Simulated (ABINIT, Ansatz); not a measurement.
# Ca2H3Br (P-3m1): G0W0 with ABINIT, start to end

Aim: the G0W0 gap of Ca2H3Br (P-3m1) on LDA, step by step.

Main program and level: ABINIT 10.8.3; LDA and many-body steps on it, plane waves.

### 1. The starting structure

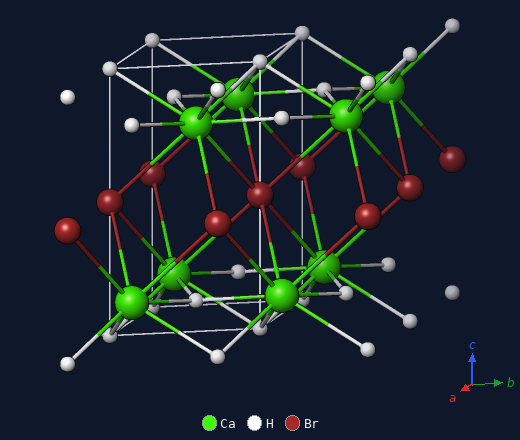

Start, viewed slightly off an axis; calcium green, hydrogen white, bromine red. 2×2×1 cells are drawn. Bonds to atoms that aren't drawn are left out. Some periodic images of atoms are drawn too.

The cell and positions are those that the Materials Project relaxed with its own functionals (PBE, PBE+U or r2SCAN), kept fixed.

### 2. Ground state

This step: ABINIT 10.8.3; DFT, LDA, plane waves, norm-conserving pseudopotentials.

The ground-state density comes first.

Input file run.abi:

```
acell 3*1.0 Angstrom
rprim 
  3.902939985722 0.000000000020 0.000000000000
  -1.951469992878 3.380045177071 0.000000000000
  0.000000000000 0.000000000000 6.853533590000
ntypat 3
znucl 20 1 35
natom 6
typat 1 1 2 2 2 3
xred 
  0.666666666667 0.333333333333 0.185756080000
  0.333333333333 0.666666666667 0.814243920000
  0.666666666667 0.333333333333 0.850475830000
  0.333333333333 0.666666666667 0.149524170000
  0.000000000000 0.000000000000 0.000000000000
  0.000000000000 0.000000000000 0.500000000000
pp_dirpath "pseudos"
pseudos "Ca.upf, H.upf, Br.upf"
ecut 31
ngkpt 6 6 4
nshiftk 1
shiftk 0 0 0
kptopt 1
chksymbreak 0
nband 22
occopt 1
tolvrs 1e-10
nstep 60
prtwf 0
optforces 0
optstress 0
indata_prefix "in"
outdata_prefix "out"
tmpdata_prefix "tmp"
```

Launch:

```console
> OMP_NUM_THREADS=1 mpirun -n 4 abinit run.abi > log
```

Numbers of over 12 decimals in the logs are rounded to 6 here.

The program printed:

```text
.Version 10.8.3 of ABINIT. v10.8.2 released Aug 2026.

 Symmetries : space group P-3 m 1 (#164); Bravais hP (primitive hexag.)
================================================================================
 Values of the parameters that define the memory need of the present run
     intxc =       0    ionmov =       0      iscf =       7    lmnmax =       6
     lnmax =       6     mgfft =      72  mpssoang =       3    mqgrid =    3247
     natom =       6  nloc_mem =       1    nspden =       1   nspinor =       1
    nsppol =       1      nsym =      12    n1xccc =    2501    ntypat =       3
    occopt =       1   xclevel =       1
-    mband =          22        mffmem =           1         mkmem =           6
       mpw =        5042          nfft =      115200          nkpt =          24
================================================================================
  Rough estimation (10% accuracy) of disk space for files :
================================================================================

--------------------------------------------------------------------------------
------------- Echo of variables that govern the present computation ------------
--------------------------------------------------------------------------------
 -outvars: echo values of preprocessed input variables --------
            acell      1.8897261259E+00  1.8897261259E+00  1.8897261259E+00 Bohr

      chksymbreak           0
             ecut      3.10000000E+01 Hartree
-          fftalg         312

              ixc       -1012
              kpt      0.00000000E+00  0.00000000E+00  0.00000000E+00
                       1.66666667E-01  0.00000000E+00  0.00000000E+00
                       3.33333333E-01  0.00000000E+00  0.00000000E+00
                       5.00000000E-01  0.00000000E+00  0.00000000E+00
                       1.66666667E-01  1.66666667E-01  0.00000000E+00
                       3.33333333E-01  1.66666667E-01  0.00000000E+00
                       3.33333333E-01  3.33333333E-01  0.00000000E+00
                       0.00000000E+00  0.00000000E+00  2.50000000E-01
                       1.66666667E-01  0.00000000E+00  2.50000000E-01
   [... 13 further rows ...]
                       3.33333333E-01  1.66666667E-01  5.00000000E-01
                       3.33333333E-01  3.33333333E-01  5.00000000E-01
         kptrlatt        6    0    0      0    6    0      0    0    4
          kptrlen      4.42529260E+01
P           mkmem           6
            natom           6
            nband          22
            ngfft          40      40      72
             nkpt          24
            nstep          60
             nsym          12
           ntypat           3
              occ      2.000000  2.000000  2.000000  2.000000  2.000000  2.000000
                       2.000000  2.000000  2.000000  2.000000  2.000000  2.000000
                       2.000000  2.000000  2.000000  0.000000  0.000000  0.000000
                       0.000000  0.000000  0.000000  0.000000
        optforces           0
        optstress           0
            prtwf           0
            rprim      3.9029399857E+00  2.0000000000E-11  0.0000000000E+00
[...]
spgroup         164

           tolvrs      1.00000000E-10

             xred      6.6666666667E-01  3.3333333333E-01  1.8575608000E-01
[...]
znucl       20.00000    1.00000   35.00000

================================================================================

 chkinp: Checking input parameters for consistency.

================================================================================
== DATASET  1 ==================================================================
-   mpi_nproc: 4, omp_nthreads: 1 (-1 if OMP is not activated)

--- !DatasetInfo
iteration_state: {dtset: 1, }
dimensions: {natom: 6, nkpt: 24, mband: 22, nsppol: 1, nspinor: 1, nspden: 1, mpw: 5042, }
cutoff_energies: {ecut:  31.0, pawecutdg:  -1.0, }
electrons: {nelect:   3.00000000E+01, charge:   0.00000000E+00, occopt:   1.00000000E+00, tsmear:   1.00000000E-02, }

 Real(R)+Recip(G) space primitive vectors, cartesian coordinates (Bohr,Bohr^-1):
 R(1)=  7.3754877  0.0000000  0.0000000  G(1)=  0.1355843  0.0782796  0.0000000
 R(2)= -3.6877438  6.3873597  0.0000000  G(2)=  0.0000000  0.1565592  0.0000000
 R(3)=  0.0000000  0.0000000 12.9513015  G(3)=  0.0000000  0.0000000  0.0772123
 Unit cell volume ucvol=  6.1013442E+02 bohr^3
 Angles (23,13,12)=  9.00000000E+01  9.00000000E+01  1.20000000E+02 degrees

 getcut: wavevector=  0.0000  0.0000  0.0000  ngfft=  40  40  72
         ecut(hartree)=     31.000   => boxcut(ratio)=   2.16383

--- Pseudopotential description ------------------------------------------------
- Ca Generated using ONCVPSP code by D. R. Hamann
- 20.00000  10.00000  180309                  znucl, zion, pspdat
12 -1012 2 -1 1724                            pspcod,pspxc,lmax,lloc,mmax
     nproj     2     2     2
  pspatm : epsatm=   12.51424511
         --- l  ekb(1:nproj) -->
[...]
pspatm: atomic psp has been read  and splines computed

- H Generated using ONCVPSP code by D. R. Hamann
-  1.00000   1.00000  180309                  znucl, zion, pspdat
12 -1012 1 -1 1180                            pspcod,pspxc,lmax,lloc,mmax
     nproj     2     1     0
  pspatm : epsatm=    0.35439867
         --- l  ekb(1:nproj) -->
[...]
1   -0.275071
 pspatm: atomic psp has been read  and splines computed

- Br Generated using ONCVPSP code by D. R. Hamann
- 35.00000   7.00000  180309                  znucl, zion, pspdat
12 -1012 2 -1 1084                            pspcod,pspxc,lmax,lloc,mmax
     nproj     2     2     2
  pspatm : epsatm=   10.24179696
         --- l  ekb(1:nproj) -->
[...]
pspatm: atomic psp has been read  and splines computed

   1.09000450E+03                                ecore*ucvol(ha*bohr**3)
--------------------------------------------------------------------------------

_setup2: Arith. and geom. avg. npw (full set) are    5031.188    5031.182

================================================================================

--- !BeginCycle
iteration_state: {dtset: 1, }
solver: {iscf: 7, nstep: 60, nline: 4, wfoptalg: 0, }
tolerances: {tolvrs: 1.00E-10, }

     iter   Etot(hartree)      deltaE(h)  residm     vres2
 ETOT  1  -94.977693644343    -9.498E+01 6.052E-02 1.152E+03
 ETOT  2  -95.069689093058    -9.200E-02 1.183E-02 2.616E+02
 ETOT  3  -95.075664009339    -5.975E-03 3.866E-03 7.421E+01
 ETOT  4  -95.077688124424    -2.024E-03 4.347E-03 1.881E+00
 ETOT  5  -95.077759886042    -7.176E-05 2.247E-03 7.365E-02
 ETOT  6  -95.077764178924    -4.293E-06 2.029E-03 4.360E-03
 ETOT  7  -95.077764778040    -5.991E-07 1.830E-03 9.870E-05
 ETOT  8  -95.077764797461    -1.942E-08 1.380E-03 6.386E-06
 ETOT  9  -95.077764798291    -8.295E-10 1.066E-03 3.300E-07
 ETOT 10  -95.077764798367    -7.581E-11 8.981E-04 6.199E-09
 ETOT 11  -95.077764798373    -6.537E-12 5.163E-04 6.950E-10
 ETOT 12  -95.077764798377    -3.368E-12 5.001E-04 1.079E-10
 ETOT 13  -95.077764798375     2.075E-12 2.772E-04 6.024E-13

 At SCF step   13       vres2   =  6.02E-13 < tolvrs=  1.00E-10 =>converged.

--- !ResultsGS
iteration_state: {dtset: 1, }
comment   : Summary of ground state results
lattice_vectors:
- [  7.3754877,   0.0000000,   0.0000000, ]
- [ -3.6877438,   6.3873597,   0.0000000, ]
- [  0.0000000,   0.0000000,  12.9513015, ]
lattice_lengths: [   7.37549,    7.37549,   12.95130, ]
lattice_angles: [ 90.000,  90.000, 120.000, ] # degrees, (23, 13, 12)
lattice_volume:   6.1013442E+02
convergence: {deltae:  2.075E-12, res2:  6.024E-13, residm:  2.772E-04, diffor:  0.000E+00, }
etotal    :  -9.50777648E+01
entropy   :   0.00000000E+00
fermie    :   2.07899863E-01
cartesian_stress_tensor: null
pressure_GPa: null
xred      :
- [  6.6667E-01,   3.3333E-01,   1.8576E-01, Ca]
- [  3.3333E-01,   6.6667E-01,   8.1424E-01, Ca]
- [  6.6667E-01,   3.3333E-01,   8.5048E-01,  H]
- [  3.3333E-01,   6.6667E-01,   1.4952E-01,  H]
- [  0.0000E+00,   0.0000E+00,   0.0000E+00,  H]
- [  0.0000E+00,   0.0000E+00,   5.0000E-01, Br]
cartesian_forces: null
force_length_stats: {min: null, max: null, mean: null, }

 Integrated electronic density in atomic spheres:
 ------------------------------------------------
 Atom  Sphere_radius  Integrated_density
[...]
================================================================================

 ----iterations are completed or convergence reached----

 Mean square residual over all n,k,spin=   54.134E-07; max=  27.722E-05
 reduced coordinates (array xred) for    6 atoms
[...]
0.333333333333      0.666666666667      0.814243920000
       0.666666666667      0.333333333333      0.850475830000
       0.333333333333      0.666666666667      0.149524170000
       0.000000000000      0.000000000000      0.000000000000
       0.000000000000      0.000000000000      0.500000000000
 rms dE/dt=  0.0000E+00; max dE/dt=  0.0000E+00; dE/dt below (all hartree)
    1       0.000000000000      0.000000000000      0.000000000000
    2       0.000000000000      0.000000000000      0.000000000000
    3       0.000000000000      0.000000000000      0.000000000000
    4       0.000000000000      0.000000000000      0.000000000000
    5       0.000000000000      0.000000000000      0.000000000000
    6       0.000000000000      0.000000000000      0.000000000000

 cartesian coordinates (angstrom) at end:
    1      1.951470     1.126682     1.273086
    2     -1.133e-11     2.253363     5.580448
    3      1.951470     1.126682     5.828765
    4     -1.133e-11     2.253363     1.024769
    5      0.000000     0.000000     0.000000
    6      0.000000     0.000000     3.426767
 length scales=  1.889726125908  1.889726125908  1.889726125908 bohr
              =  1.000000000000  1.000000000000  1.000000000000 angstroms
 prteigrs : about to open file out_EIG
 Fermi (or HOMO) energy (hartree) =   0.20790   Average Vxc (hartree)=  -0.35671
 Eigenvalues (hartree) for nkpt=  24  k points:
 kpt#   1, nband= 22, wtk=  0.00694, kpt=  0.0000  0.0000  0.0000 (reduced coord)
  -1.30022   -1.29855   -0.61923   -0.60914   -0.60888   -0.60888   -0.60667   -0.60667
  -0.41654   -0.03484   -0.02249    0.06291    0.06291    0.09382    0.19779    0.28001
   0.28001    0.28244    0.28398    0.28398    0.32401    0.32518
 prteigrs : prtvol=0 or 1, do not print more k-points.

--- !EnergyTerms
iteration_state     : {dtset: 1, }
comment             : Components of total free energy in Hartree
kinetic             :  3.25708088808871E+01
hartree             :  1.88676698297654E+01
xc                  : -2.08025046790651E+01
Ewald energy        : -6.33085986147182E+01
psp_core            :  1.78649894093383E+00
local_psp           : -7.24986167874057E+01
non_local_psp       :  8.30697763122806E+00
total_energy        : -9.50777647983745E+01
total_energy_eV     : -2.58719778133311E+03
band_energy         : -1.28352246940098E+01

== END DATASET(S) ==============================================================
================================================================================

 -outvars: echo values of variables after computation  --------
           etotal     -9.5077764798E+01
            nband          22
             nkpt          24
          spgroup         164
 [... the other variables as echoed above ...]

 Calculation completed.
```

Elapsed: 37 s, on 4 MPI ranks of Arm Neoverse V1, shared host; peak memory 0.38 GiB; 2.5 min of CPU time.

Numbers from this step:

| Property | Result |
| --- | --- |
| total energy | -2587.1978 eV |
| gap | 1.235 eV |
| k of the valence top | 0, 0, 0.5 |
| k of the conduction bottom | 0.1667, 0.1667, 0.5 |
| least direct gap | 1.517 eV |

The gap is indirect, with the least direct gap 0.28 eV higher.

### 3. Empty states on the mesh, 3×3×2 mesh, 63 bands

The sums over transitions need many empty states on a uniform mesh; this step solves for them.

Changes to run.abi since step 2:

```diff
@@ -19,3 +19,3 @@
 ecut 31
-ngkpt 6 6 4
+ngkpt 3 3 2
 nshiftk 1
@@ -24,9 +24,10 @@
 chksymbreak 0
-nband 22
-occopt 1
-tolvrs 1e-10
+iscf -2
+irdden 1
+istwfk *1
+nband 63
+nbdbuf 4
+tolwfr 1e-09
 nstep 60
-prtwf 0
-optforces 0
-optstress 0
+prtvol 0
 indata_prefix "in"
```

The program printed:

```text
.Version 10.8.3 of ABINIT. v10.8.2 released Aug 2026.

 Symmetries : space group P-3 m 1 (#164); Bravais hP (primitive hexag.)
[... echo of the input left out ...]
== DATASET  1 ==================================================================
-   mpi_nproc: 4, omp_nthreads: 1 (-1 if OMP is not activated)

--- !DatasetInfo
iteration_state: {dtset: 1, }
dimensions: {natom: 6, nkpt: 6, mband: 63, nsppol: 1, nspinor: 1, nspden: 1, mpw: 5073, }
cutoff_energies: {ecut:  31.0, pawecutdg:  -1.0, }
electrons: {nelect:   3.00000000E+01, charge:   0.00000000E+00, occopt:   1.00000000E+00, tsmear:   1.00000000E-02, }

 Real(R)+Recip(G) space primitive vectors, cartesian coordinates (Bohr,Bohr^-1):
 R(1)=  7.3754877  0.0000000  0.0000000  G(1)=  0.1355843  0.0782796  0.0000000
 R(2)= -3.6877438  6.3873597  0.0000000  G(2)=  0.0000000  0.1565592  0.0000000
 R(3)=  0.0000000  0.0000000 12.9513015  G(3)=  0.0000000  0.0000000  0.0772123
 Unit cell volume ucvol=  6.1013442E+02 bohr^3
 Angles (23,13,12)=  9.00000000E+01  9.00000000E+01  1.20000000E+02 degrees

 getcut: wavevector=  0.0000  0.0000  0.0000  ngfft=  40  40  72
         ecut(hartree)=     31.000   => boxcut(ratio)=   2.16383

--- Pseudopotential description ------------------------------------------------
- Ca Generated using ONCVPSP code by D. R. Hamann
- 20.00000  10.00000  180309                  znucl, zion, pspdat
12 -1012 2 -1 1724                            pspcod,pspxc,lmax,lloc,mmax
     nproj     2     2     2
  pspatm : epsatm=   12.51424511
         --- l  ekb(1:nproj) -->
             0   10.026170    0.975458
             1    2.942990    0.445396
             2   -3.490458   -1.115963
 pspatm: atomic psp has been read  and splines computed

- H Generated using ONCVPSP code by D. R. Hamann
-  1.00000   1.00000  180309                  znucl, zion, pspdat
12 -1012 1 -1 1180                            pspcod,pspxc,lmax,lloc,mmax
     nproj     2     1     0
  pspatm : epsatm=    0.35439867
         --- l  ekb(1:nproj) -->
[...]
1   -0.275071
 pspatm: atomic psp has been read  and splines computed

- Br Generated using ONCVPSP code by D. R. Hamann
- 35.00000   7.00000  180309                  znucl, zion, pspdat
12 -1012 2 -1 1084                            pspcod,pspxc,lmax,lloc,mmax
     nproj     2     2     2
  pspatm : epsatm=   10.24179696
         --- l  ekb(1:nproj) -->
[...]
pspatm: atomic psp has been read  and splines computed

--------------------------------------------------------------------------------

================================================================================
 prteigrs : about to open file out_EIG
 Non-SCF case, kpt    1 (  0.00000  0.00000  0.00000), residuals and eigenvalues=
  7.15E-10  1.78E-10  1.76E-10  2.78E-10  1.67E-10  9.80E-10  2.64E-10  5.09E-10
[...]
8.45E-10  4.13E-10  5.52E-10  6.20E-09  3.81E-08  1.15E-04  2.26E-04
 -1.3002E+00 -1.2985E+00 -6.1923E-01 -6.0914E-01 -6.0888E-01 -6.0888E-01
 -6.0667E-01 -6.0667E-01 -4.1654E-01 -3.4835E-02 -2.2494E-02  6.2907E-02
  6.2907E-02  9.3820E-02  1.9779E-01  2.8001E-01  2.8001E-01  2.8244E-01
[...]
9.6981E-01  9.8964E-01  9.8964E-01  1.0046E+00  1.0046E+00  1.0152E+00
  1.1479E+00  1.1955E+00  1.1955E+00  1.2258E+00  1.2258E+00  1.2585E+00
[...]
prteigrs : prtvol=0 or 1, do not print more k-points.

--- !ResultsGS
iteration_state: {dtset: 1, }
comment   : Summary of ground state results
lattice_vectors:
- [  7.3754877,   0.0000000,   0.0000000, ]
- [ -3.6877438,   6.3873597,   0.0000000, ]
- [  0.0000000,   0.0000000,  12.9513015, ]
lattice_lengths: [   7.37549,    7.37549,   12.95130, ]
lattice_angles: [ 90.000,  90.000, 120.000, ] # degrees, (23, 13, 12)
lattice_volume:   6.1013442E+02
convergence: {deltae:  0.000E+00, res2:  0.000E+00, residm:  9.960E-10, diffor:  0.000E+00, }
etotal    :  -9.50777648E+01
entropy   :   0.00000000E+00
fermie    :   2.07899863E-01
cartesian_stress_tensor: null
pressure_GPa: null
xred      :
- [  6.6667E-01,   3.3333E-01,   1.8576E-01, Ca]
- [  3.3333E-01,   6.6667E-01,   8.1424E-01, Ca]
- [  6.6667E-01,   3.3333E-01,   8.5048E-01,  H]
- [  3.3333E-01,   6.6667E-01,   1.4952E-01,  H]
- [  0.0000E+00,   0.0000E+00,   0.0000E+00,  H]
- [  0.0000E+00,   0.0000E+00,   5.0000E-01, Br]
cartesian_forces: null
force_length_stats: {min: null, max: null, mean: null, }

 Integrated electronic density in atomic spheres:
 ------------------------------------------------
 Atom  Sphere_radius  Integrated_density
[...]
================================================================================

 ----iterations are completed or convergence reached----

 Mean square residual over all n,k,spin=   52.442E-11; max=  99.599E-11
 reduced coordinates (array xred) for    6 atoms
[...]
0.000000000000      0.000000000000      0.000000000000
       0.000000000000      0.000000000000      0.500000000000

 cartesian coordinates (angstrom) at end:
    1      1.951470     1.126682     1.273086
    2     -1.133e-11     2.253363     5.580448
    3      1.951470     1.126682     5.828765
    4     -1.133e-11     2.253363     1.024769
    5      0.000000     0.000000     0.000000
    6      0.000000     0.000000     3.426767
 length scales=  1.889726125908  1.889726125908  1.889726125908 bohr
              =  1.000000000000  1.000000000000  1.000000000000 angstroms
 prteigrs : about to open file out_EIG
 Eigenvalues (hartree) for nkpt=   6  k points:
 kpt#   1, nband= 63, wtk=  0.05556, kpt=  0.0000  0.0000  0.0000 (reduced coord)
[...]
0.74033    0.85184    0.85184    0.88041    0.88869    0.90085    0.90085    0.95784
   0.96981    0.98964    0.98964    1.00461    1.00461    1.01524    1.14792    1.19552
   1.19552    1.22583    1.22583    1.25855    1.27263    1.34581    1.35582
 prteigrs : prtvol=0 or 1, do not print more k-points.

== END DATASET(S) ==============================================================
================================================================================

 -outvars: echo values of variables after computation  --------
            nband          63
             nkpt           6
          spgroup         164
 [... the other variables as echoed above ...]

 Calculation completed.
```

The job ended after 22 s (4 MPI ranks; peak memory 0.32 GiB; 87 s of CPU time).

Numbers from this step:

```yaml
gap: 1.394 eV
k_of_the_valence_top: 0, 0, 0.5
k_of_the_conduction_bottom: 0.3333, 0, 0.5
least_direct_gap: 1.517 eV
k_points_computed: 6
lowest_point_of_the_top_converged_band_above_the_valence_top: 24.81 eV
```

On this mesh the gap is 1.394 eV. The earlier step found 1.235 eV, so this mesh misses an edge.

[end of part 1 of 2]

[Paths, hosts, dates, memory and timing lines, banners, echoed tables and standing remarks are left out of the program output.]

[Logs are printed without paths, hosts, clocks, repeated set-up lines and the standing remarks that a program may print on its own settings, such as how far it seeks lower states.]

[Runs of the session that timed out or met a known fault of the program may be left out.]

[Hosts, paths, dates, database ids (printed as entryN), source tags and the programs' standing remarks are cut or masked in the printed files.]

[G0W0 gaps are taken among the corrected bands and points alone; a level outside them can change the order at an edge.]

[Where Ansatz stands beside ABINIT at settings called matched, ABINIT's density can come from a denser mesh and the files from another edition; pairs whose starting gaps differed by over 0.03 eV were left out, so agreement reads better than it is.]
